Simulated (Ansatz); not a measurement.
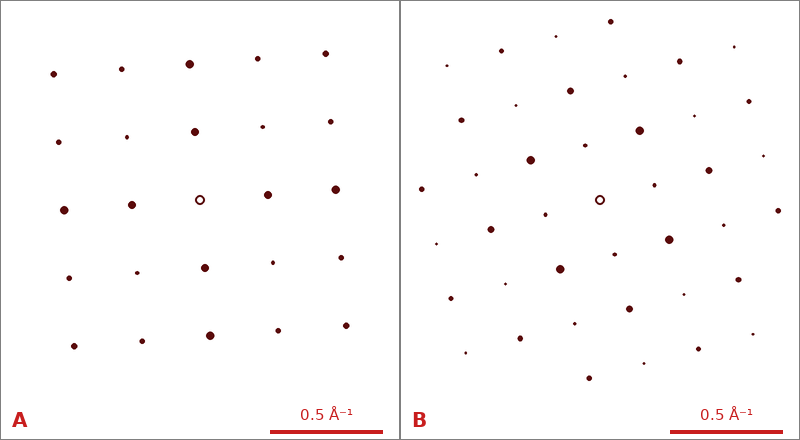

Kinematic electron diffraction patterns (200 kV, B = 0.5 Å², same scale, each along a low-index zone) of two structures of composition Ca2Zr, each relaxed at zero pressure with DFT PBE, scalar-relativistic, plane waves, PAW (Ansatz 0.2.0).

The structures (standard cells):
1. Fm-3m (No. 225), a = 7.869 Å, 12 atoms; generated start, possibly hypothetical
2. Fd-3m (No. 227), a = 9.222 Å, 24 atoms; generated start, possibly hypothetical

Q: Which pattern belongs to which structure, and along which zone?

A: A is structure 2 along [001] or an equivalent direction: square net of 2 -2 0 at d = 3.26 Å and 2 2 0 at d = 3.26 Å, 90.0° apart (some points of this net are extinct or too weak to see). B is structure 1 along [001] or an equivalent direction: square net of 2 0 0 at d = 3.93 Å and 0 2 0 at d = 3.93 Å, 90.0° apart.

Q: Which structure lies lowest at this level of theory, and by how much?

A: Structure 2 (Fd-3m, 32.68 Å³ an atom) is the lowest of these; structure 1 (Fm-3m, 40.61 Å³ an atom) lies about 250 meV an atom higher. These are static energies at 0 K; other structures, not shown, may lie lower still.
